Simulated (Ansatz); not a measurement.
# MgRh (Pm-3m): relaxing the cell for a phonon run

Task: relax MgRh (Pm-3m) tightly.

Method: DFT PBEsol, scalar-relativistic, plane waves, PAW; PAW set soft_1, in Ansatz 0.2.0.

## Step 1: Starting point

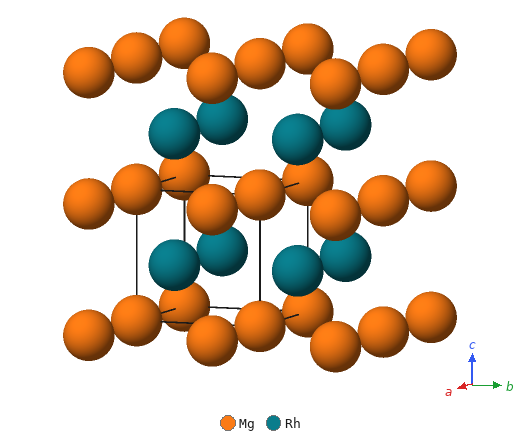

The starting structure, seen slightly off an axis (magnesium orange, rhodium blue). 2×2×2 cells are drawn. Some periodic images of atoms are drawn too.

## Step 2: A coarse first look

First a cheap look: the gap decides the mesh and the occupations, the pressure tells how far the cell has to move.

The input, input.yaml:

```yaml
crystal:
  lattice:
    - [3.0992, 0.0, 0.0]
    - [0.0, 3.0992, 0.0]
    - [0.0, 0.0, 3.0992]
  atoms:
    - { symbol: Mg, position: [0.0, 0.0, 0.0] }
    - { symbol: Rh, position: [0.5, 0.5, 0.5] }
kpoints:
  mp_grid: { grid: [6, 6, 6] }
hamiltonian:
  xc: pbesol
  pseudopotentials: { kind: paw, azcp: { folder: soft_1 }, xc_functional: pbe }
scf:
  occupations: { method: gaussian, width: 0.1 }
output:
  forces: true
  stress: true
  eigenvalues: true
```

Command:

```
> ansatz run input.yaml --threads 4 --pin off --max-ram 10240MiB --backend cpu --events-out ev --progress --plain --runs-dir out
```

Numbers of over 12 decimals in the logs are rounded to 6 here.

The program printed:

```text
Engine: ansatz 0.2.0, aarch64-unknown-linux-gnu
Pseudopotentials: kind: paw
Pseudopotential: Mg, paw, valence charge 10, recommended cutoff 420 eV (normal), soft_1/Mg.paw.azcp
Pseudopotential: Rh, paw, valence charge 17, recommended cutoff 420 eV (normal), soft_1/Rh.paw.azcp
Functional definition: PBEsol
  exchange = pbesol_x
  correlation = pbesol_c
Crystal: 2 atoms, lattice volume = 29.768 Å³
[...]
--- Band table (eV; the first three rows and the last of 20) ---
  k-point 0: bands = [... 10 lower, 10.8962, 13.6134, 13.6134, 13.6134, 22.0508, 22.0508, 22.0508, 25.2147]
  k-point 1: bands = [... 10 lower, 11.1039, 13.3133, 13.3133, 13.6482, 19.6009, 22.7386, 22.7386, 24.6160]
  k-point 2: bands = [... 10 lower, 11.3945, 12.7927, 12.7927, 13.7188, 16.7044, 23.5113, 24.3189, 24.3189]
  k-point 19: bands = [... 10 lower, 10.6830, 14.5614, 14.5614, 18.3344, 18.3344, 18.3344, 21.2068, 22.9162]
[key lines of the parts left out:]
SCF converged after 7 iterations
Free energy (F): -8251.646324 eV
Fermi energy:    13.714520 eV
P = ⅓ Tr σ = -2.3804 GPa (-23.804 kbar)
```

Run time: 0.48 s. Hardware: 4 threads of Arm Neoverse V1, shared host; peak memory 0.27 GiB; 1.2 s of CPU time.

This step gave:

* pressure: -2.380 GPa
* volume per atom: 14.88 Å³
* gap on the k-mesh: 0 eV

The coarse mesh shows no gap and a pressure of -2.4 GPa.

## Step 3: Bringing the structure to rest

The cell and atoms are relaxed, since residual forces and stress would shift the frequencies.

input.yaml, the sections that differ from step 2:

```yaml
kpoints:
  mp_grid: { grid: [14, 14, 14] }
output:
  forces: true
  stress: true
  eigenvalues: true
  write_density: true
  write_potential: true
  elf: true
  volumetric_format: npy
relax:
  adjacent_minimum: "off"
  f_tol: 0.005
  max_steps: 80
  cell: { stress_tol: 0.05 }
# crystal, hamiltonian, scf: as in step 2
```

The program printed:

```text
[...]
Crystal: 2 atoms, lattice volume = 29.768 Å³
Basis set: ecut = 420 eV, 587 PW (Γ), exchange–correlation on 48×48×48 points (8 copies of the dense FFT grid, shifted against one another)
Bands: 18, of which v1, the nominal top of the filled ones, is band 14 counted from 1 (13 counted from 0)
Symmetry: 48 space group operations
[...]
k-points: 120 of 2744
[...]
SCF iter   1: F=—  HF=-8253.556877 eV  |F-HF|=—  |Δ(HF+E_count)|=         —  Δρ=1.63e-1  dr2=1.04e1  ethr=3.10e-3  ⟨swp⟩=5.4  Hψ=11100  notcnv=0
[...]
SCF iter   7: F=-8251.605255 eV  HF=-8251.605255 eV  |F-HF|=1.70e-9  |Δ(HF+E_count)|=   6.00e-8  Δρ=2.33e-6  dr2=2.07e-9  ethr=3.70e-10  ⟨swp⟩=9.1  Hψ=13763  notcnv=0
SCF 1 converged in 7 iterations: F = -8251.605255 eV  dr2 = 2.07e-9
[...]
relax step   1: F+E_penalty+E_count = -8251.60525522 eV  Δ(F+E_penalty+E_count) = +0.000e0 eV  max|allowed force component| = 1.589e-29 eV/Å  Δτ_max = 0.0000 Å  P = -1.984 GPa  Ω = 29.768 Å³  (7 SCF iters, dr2 threshold 1.00e-7 eV, accepted)
Crystal: 2 atoms, lattice volume = 29.215 Å³
[...]
iter 1 solved again at ethr=1.58e-5 eV; its pass at ethr=3.10e-3 eV (dr2=4.27e-3 eV) is discarded
[...]
SCF iter   6: F=-8251.608317 eV  HF=-8251.608317 eV  |F-HF|=2.26e-10  |Δ(HF+E_count)|=   3.94e-9  Δρ=1.15e-6  dr2=1.49e-10  ethr=1.40e-11  ⟨swp⟩=4.8  Hψ=11236  notcnv=0
SCF 2 converged in 6 iterations: F = -8251.608317 eV  dr2 = 1.49e-10
relax step   2: F+E_penalty+E_count = -8251.60831668 eV  Δ(F+E_penalty+E_count) = -3.061e-3 eV  max|allowed force component| = 3.787e-29 eV/Å  Δτ_max = 0.0000 Å  P = +0.330 GPa  Ω = 29.215 Å³  energy of the carried Pulay correction = +1.397e-4 eV  (6 SCF iters, dr2 threshold 2.00e-7 eV, accepted)
Crystal: 2 atoms, lattice volume = 29.293 Å³
[...]
SCF iter   6: F=-8251.608374 eV  HF=-8251.608374 eV  |F-HF|=1.46e-11  |Δ(HF+E_count)|=  1.24e-10  Δρ=3.06e-7  dr2=9.52e-12  ethr=1.00e-12  ⟨swp⟩=4.0  Hψ=9785  notcnv=0
SCF 3 converged in 6 iterations: F = -8251.608374 eV  dr2 = 9.52e-12
relax step   3: F+E_penalty+E_count = -8251.60837446 eV  Δ(F+E_penalty+E_count) = -5.778e-5 eV  max|allowed force component| = 6.130e-30 eV/Å  Δτ_max = 0.0000 Å  P = -0.009 GPa  Ω = 29.293 Å³  energy of the carried Pulay correction = +1.199e-4 eV  (6 SCF iters, dr2 threshold 2.00e-7 eV, accepted)
[...]
SCF iter   8: F=-8251.608249 eV  HF=-8251.608249 eV  |F-HF|=1.82e-12  |Δ(HF+E_count)|=  1.82e-12  Δρ=2.05e-10  dr2=3.30e-18  ethr=1.00e-12  ⟨swp⟩=2.0  Hψ=5796  notcnv=0
SCF 4 converged in 8 iterations: F = -8251.608249 eV  dr2 = 3.30e-18
relax step   4: F+E_penalty+E_count = -8251.60824894 eV  Δ(F+E_penalty+E_count) = +1.255e-4 eV  max|allowed force component| = 1.376e-29 eV/Å  Δτ_max = 0.0000 Å  P = -0.006 GPa  Ω = 29.293 Å³  stress off target by 5.99e-3 GPa  SCF on the basis re-selected at this cell (its energy is not comparable with the rows above)  (8 SCF iters)
basis re-selected at this cell: Δ(F+E_penalty+E_count) = +1.255e-4 eV, ΔP = +0.003 GPa vs the last step (what re-selecting the basis moved, of the pressure what is left beyond the Pulay correction that the steps carried, after the strain that the cell walked since its last selection, with what the two solves' SCF thresholds leave and, on support functions, any second-order correction that the steps lacked; it is no m [...]
SCF converged after 8 iterations
Free energy (F): -8251.608249 eV
[...]
Internal energy: -8251.601857 eV  (E = F + TS)
E sigma→0 (E₀):  -8251.605053 eV
Entropy (-TS):   -0.006392 eV (-3.196 meV/atom)
Fermi energy:    14.011296 eV
[...]
--- Stress (GPa, compression-positive) ---
       -0.005992       0.000000      -0.000000
        0.000000      -0.005992       0.000000
       -0.000000       0.000000      -0.005992
  P = ⅓ Tr σ = -0.0060 GPa (-0.060 kbar)
--- Band table (eV; the first three rows and the last of 120) ---
  k-point 0: bands = [... 10 lower, 11.0720, 13.8652, 13.8652, 13.8652, 22.4329, 22.4329, 22.4329, 25.5990]
  k-point 1: bands = [... 10 lower, 11.1155, 13.8018, 13.8018, 13.8722, 21.7510, 22.5687, 22.5687, 25.4726]
  k-point 2: bands = [... 10 lower, 11.2361, 13.6316, 13.6316, 13.8919, 20.4305, 22.9535, 22.9535, 25.1273]
  k-point 119: bands = [... 10 lower, 10.8843, 14.8193, 14.8193, 18.6470, 18.6470, 18.6470, 21.6350, 23.3334]
--- Relaxed structure (3 steps of the walk, 3 accepted, 1 SCFs on fresh bases) ---
  F+E_penalty+E_count = -8251.60824894 eV   max|allowed force component| = 1.376e-29 eV/Å   (the final SCF, on the basis selected at the relaxed cell)
  cell:  # Å, volume = 29.2928 Å³
    - [3.082622, 0, 0]
    - [0, 3.082622, 0]
    - [0, 0, 3.082622]
  atoms:
    - { symbol: Mg, position: [0, 0, 0] }
    - { symbol: Rh, position: [0.5, 0.5, 0.5] }
```

Wall time 4.7 s (4 threads); peak memory 0.37 GiB; 17 s of CPU time.

Step by step:

```csv
step,energy less that of the first step (eV),largest force component (eV/Å),pressure (GPa),volume (Å³)
1,0.0000,0.0000,-1.98,29.77
2,-0.0031,0.0000,0.33,29.22
3,-0.0031,0.0000,-0.01,29.29
4*,-0.0030,0.0000,-0.01,29.29
```

Relaxation steps marked * repeat the geometry before them on a plane-wave basis chosen anew for their cell, so energy and pressure can jump there.

Forces are held to the 48 operations that the run works with; a distortion that breaks them can't arise in this run.

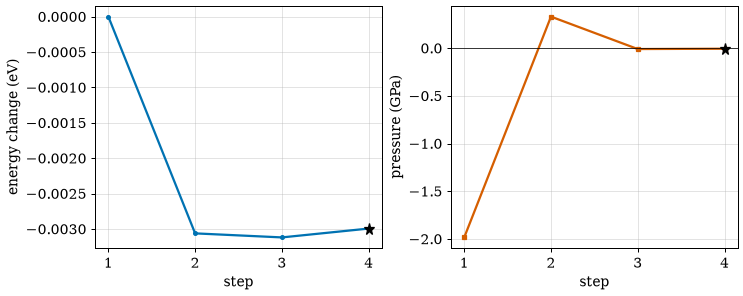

Energy and pressure along the relaxation. Stars mark steps on a basis chosen anew.

```csv
"conventional cell, symmetrised",before,after,change
a (Å),3.099,3.083,-0.5 %
b (Å),3.099,3.083,-0.5 %
c (Å),3.099,3.083,-0.5 %
volume (Å³/atom),14.88,14.65,-1.6 %
```

The relaxed structure:

```
Mg Rh
1.0
     3.08262    0.00000    0.00000
     0.00000    3.08262    0.00000
     0.00000    0.00000    3.08262
Mg Rh
1 1
Cartesian
  0.0000 0.0000 0.0000
  1.5413 1.5413 1.5413
```

Numbers from this step:

| Quantity | Value |
| --- | --- |
| pressure | -0.005992 GPa |
| volume per atom | 14.65 Å³ |

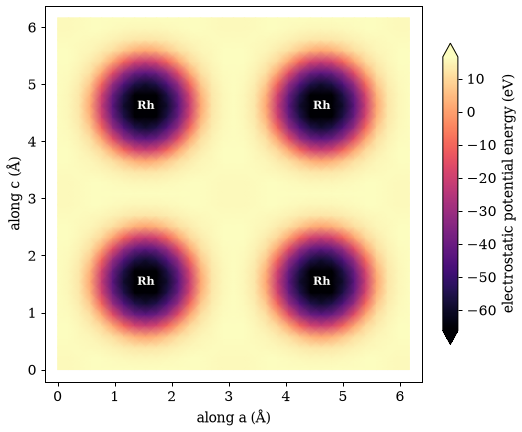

Electrostatic potential energy in the ac plane at fractional y = 0.500, with atoms of Rh within 0.2 Å of it. With pseudopotentials it is smooth inside the atoms' cores, unlike the true potential.

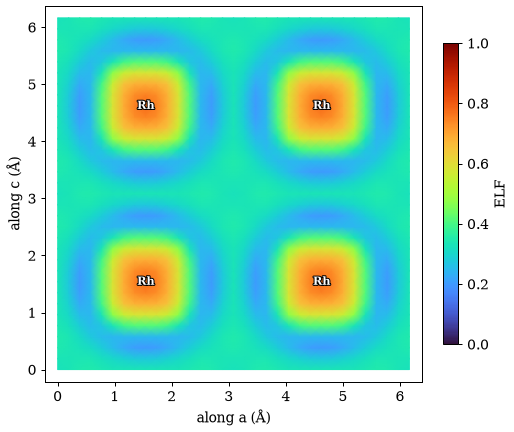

ELF in the ac plane at fractional y = 0.500, with atoms of Rh within 0.2 Å of it. It is the smooth field of the valence electrons, not physical close to the nuclei.

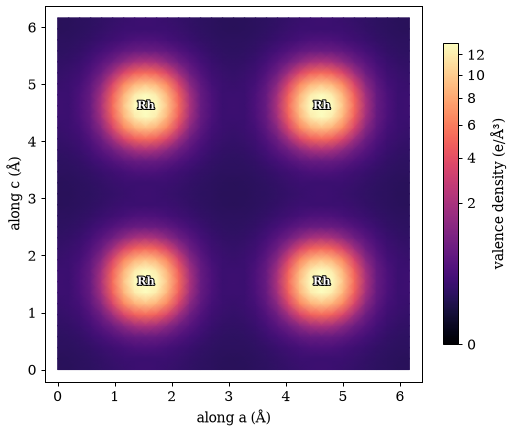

Valence density in the ac plane at fractional y = 0.500, with atoms of Rh within 0.2 Å of it. It is the smooth field of the valence electrons, not physical close to the nuclei. The colour scale is stretched toward low values.

In this step the volume went from 14.88 to 14.65 Å³/atom.

## Step 4: Relaxing to small forces for the phonons

Phonons need a cell at rest on their own settings, so the relaxation is repeated with tight tolerances on forces and stress, using the mesh and the filling of the phonon run that follows.

The input, input.yaml:

```yaml
crystal:
  lattice:
    - [3.0826217248, 0.0, 0.0]
    - [0.0, 3.0826217248, 0.0]
    - [0.0, 0.0, 3.0826217248]
  atoms:
    - { symbol: Mg, position: [0.0, 0.0, 0.0] }
    - { symbol: Rh, position: [0.5, 0.5, 0.5] }
kpoints:
  mp_grid: { grid: [16, 16, 16] }
hamiltonian:
  xc: pbesol
  pseudopotentials: { kind: paw, azcp: { folder: soft_1 }, xc_functional: pbe }
scf:
  occupations: { method: methfessel_paxton, width: 0.2 }
output:
  forces: true
  stress: true
  eigenvalues: true
relax:
  adjacent_minimum: "off"
  f_tol: 0.001
  max_steps: 60
  cell: { stress_tol: 0.01 }
```

The program printed:

```text
[...]
Crystal: 2 atoms, lattice volume = 29.293 Å³
Basis set: ecut = 420 eV, 587 PW (Γ), exchange–correlation on 48×48×48 points (8 copies of the dense FFT grid, shifted against one another)
Bands: 18, of which v1, the nominal top of the filled ones, is band 14 counted from 1 (13 counted from 0)
Symmetry: 48 space group operations
[...]
k-points: 165 of 4096
[...]
k-point 164: bands = [... 10 lower, 10.8864, 14.8205, 14.8205, 18.6470, 18.6470, 18.6470, 21.6354, 23.3351]
--- Relaxed structure (1 steps of the walk, 1 accepted, 1 SCFs on fresh bases) ---
[...]
cell:  # Å, volume = 29.2928 Å³
    - [3.0826217248, 0.0, 0.0]
    - [0.0, 3.0826217248, 0.0]
    - [0.0, 0.0, 3.0826217248]
  atoms:
    - { symbol: Mg, position: [0.0, 0.0, 0.0] }
    - { symbol: Rh, position: [0.5, 0.5, 0.5] }
[key lines of the parts left out:]
SCF converged after 5 iterations
Free energy (F): -8251.602636 eV
Fermi energy:    14.030427 eV
P = ⅓ Tr σ = -0.0074 GPa (-0.074 kbar)
```

It took 3.3 s on 4 threads; peak memory 0.38 GiB; 12 s of CPU time.

Little changed from the start: no atom moved by 0.005 Å and no cell edge by 0.1 %.

Numbers from this step:

```
pressure : -0.007401 GPa
```

The forces vanish by symmetry and the pressure is -0.007 GPa, within the tolerances set. The cell now holds 14.65 Å³/atom.

## Step 5: What came out

* space group after relaxation (within 0.01 Å): Pm-3m
* lattice constant a: 3.083 Å
* lattice constant b: 3.083 Å
* lattice constant c: 3.083 Å
* volume per atom: 14.6 Å³

In words: The forces vanish by symmetry and the pressure is -0.007 GPa, within the tolerances set. The cell now holds 14.65 Å³/atom. The relaxation keeps the symmetry of its start, so it says nothing on stability against lower symmetry. The runs are without spin polarisation, although the cell has an odd electron count. The PAW files were made for PBE and serve the other functionals too.

[Logs are printed without paths, hosts, clocks, repeated set-up lines and the standing remarks that a program may print on its own settings, such as how far it seeks lower states.]

[Hosts, paths, dates, database ids (printed as entryN), source tags and the programs' standing remarks are cut or masked in the printed files.]
